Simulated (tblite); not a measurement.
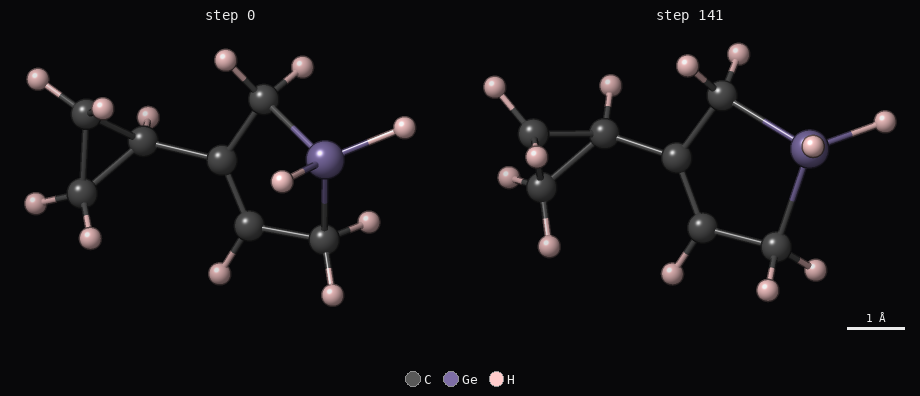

The structure of C7H12Ge before (left) and after (right) a relaxation, at one scale.

Style: ball-and-stick. Shown at a tilt.

These are results of tblite, GFN2-xTB geometry optimisation, gas phase, not measurements. 

**Describe what moved and what it gained.**

Over 141 geometry steps the energy falls by 0.789 eV. The largest move after the best rigid fit is that of an H atom, 1.40 Å. Largest moves by element: H 1.40 Å, C 0.56 Å, Ge 0.55 Å. Near-neighbour distances that change, for instance: C–C 1.566 → 1.483 Å, C–C 1.266 → 1.327 Å, C–H 1.131 → 1.080 Å, C–C 1.469 → 1.510 Å. Bond angles that change, for instance: H–Ge–H 116.1° → 106.4°, Ge–C–H 104.0° → 113.0°, C–C–C 113.9° → 123.0°. Groups turn about C–C by about 35°, C–Ge by about 30°, C–Ge by about 25°. Cost: 1.9 s on 1 thread of Intel(R) Xeon(R) Processor, with other jobs on the host.
